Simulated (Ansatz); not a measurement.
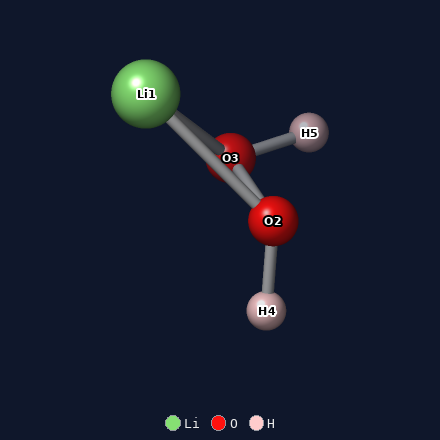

The system is H2LiO2, charge +1; the picture shows the reference structure. The first coordinate is: separation of O3 and Li1 along their line in the relaxed pair; the second: sideways slip of Li1. Nothing is relaxed (both partners rigid). Grid: 15 × 15 points. At 8 points there is no value (left out of the scan, as a rule where atoms come close). Points are written as (first, second). Energies are in kcal/mol, from the lowest grid point. Computed with RKS PBE0-D4/def2-TZVPD (Ansatz 0.2.0).

Its coordinates:

```csv
atom,x (Å),y (Å),z (Å)
Li,-0.1860,0.0126,-1.6704
O,-0.5156,0.4768,0.1799
O,0.5417,-0.4786,0.0549
H,-1.1013,0.0859,0.8501
H,1.2612,-0.0967,0.5856
```

Range: separation of O3 and Li1 along their line in the relaxed pair from 1.626 to 3.626 Å; sideways slip of Li1 from −3.00 to 3.00 Å.

### What will the energy surface look like?

The lowest grid point is at (1.972 Å, 0.00 Å). The highest grid point, (1.757 Å, −1.71 Å), lies 53.1 kcal/mol above the lowest.

| second ↓, first → | 1.626 | 1.676 | 1.757 | 1.858 | 1.972 | 2.099 | 2.237 | 2.384 | 2.540 | 2.704 | 2.875 | 3.053 | 3.238 | 3.429 | 3.626 |
| --- | --- | --- | --- | --- | --- | --- | --- | --- | --- | --- | --- | --- | --- | --- | --- |
| 3.00 | 25.7 | 25.8 | 25.9 | 26.1 | 26.2 | 26.5 | 26.7 | 27.0 | 27.3 | 27.7 | 28.0 | 28.3 | 28.7 | 29.0 | 29.3 |
| 2.57 | 22.1 | 22.3 | 22.5 | 22.9 | 23.3 | 23.7 | 24.2 | 24.7 | 25.2 | 25.8 | 26.3 | 26.9 | 27.4 | 27.9 | 28.3 |
| 2.14 | 17.2 | 17.5 | 17.9 | 18.6 | 19.3 | 20.1 | 20.9 | 21.8 | 22.6 | 23.5 | 24.3 | 25.1 | 25.9 | 26.5 | 27.2 |
| 1.71 | 11.4 | 11.8 | 12.4 | 13.3 | 14.4 | 15.6 | 17.0 | 18.3 | 19.6 | 20.9 | 22.1 | 23.2 | 24.2 | 25.1 | 26.0 |
| 1.29 | 6.1 | 6.5 | 7.2 | 8.3 | 9.6 | 11.0 | 12.7 | 14.5 | 16.3 | 18.1 | 19.7 | 21.1 | 22.4 | 23.6 | 24.7 |
| 0.86 | 3.4 | 3.2 | 3.3 | 4.1 | 5.4 | 7.2 | 9.0 | 10.9 | 13.1 | 15.3 | 17.3 | 19.1 | 20.7 | 22.2 | 23.5 |
| 0.43 | 4.4 | 2.9 | 1.6 | 1.3 | 2.0 | 3.6 | 5.8 | 8.2 | 10.2 | 12.6 | 15.0 | 17.1 | 19.1 | 20.8 | 22.4 |
| 0.00 | 8.0 | 5.1 | 2.1 | 0.3 | 0.0 | 1.0 | 2.9 | 5.4 | 8.0 | 10.2 | 12.8 | 15.3 | 17.6 | 19.6 | 21.4 |
| −0.43 | 28.1 | 21.5 | 13.4 | 6.9 | 3.0 | 1.4 | 1.8 | 3.5 | 5.9 | 8.5 | 11.0 | 13.8 | 16.4 | 18.7 | 20.7 |
| −0.86 | – | – | – | 27.3 | 14.3 | 6.9 | 3.7 | 3.6 | 5.2 | 7.6 | 10.2 | 13.0 | 15.8 | 18.2 | 20.4 |
| −1.29 | – | – | – | 43.3 | 23.9 | 12.4 | 6.8 | 5.3 | 6.2 | 8.3 | 10.8 | 13.5 | 16.2 | 18.7 | 20.8 |
| −1.71 | – | – | 53.1 | 34.2 | 20.9 | 12.8 | 9.0 | 8.1 | 9.0 | 10.9 | 13.0 | 15.4 | 17.8 | 20.0 | 22.0 |
| −2.14 | 41.5 | 35.5 | 27.9 | 21.1 | 16.3 | 13.4 | 12.3 | 12.5 | 13.5 | 14.9 | 16.6 | 18.5 | 20.4 | 22.2 | 23.7 |
| −2.57 | 25.4 | 23.8 | 21.7 | 19.9 | 18.6 | 17.9 | 17.8 | 18.1 | 18.7 | 19.7 | 20.9 | 22.2 | 23.5 | 24.7 | 25.8 |
| −3.00 | 26.7 | 26.1 | 25.4 | 24.7 | 24.1 | 23.6 | 23.3 | 23.4 | 23.8 | 24.4 | 25.0 | 25.7 | 26.4 | 27.1 | 27.8 |

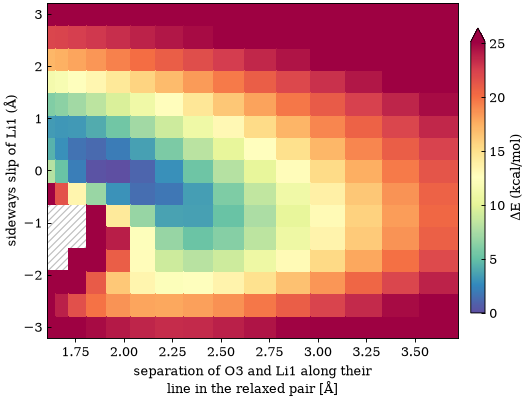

In the figure: one coloured cell a grid point, one colour for all values above the top of the scale, hatched blanks where no value was computed.

Each point was launched as `ansatz run input.yaml --threads 1 --pin off --max-ram 2560MiB --backend cpu --events-out ev --progress --plain --runs-dir out`. The whole map (217 points run) took 14 min on 1 thread of Arm Neoverse N1, with other jobs on the host.
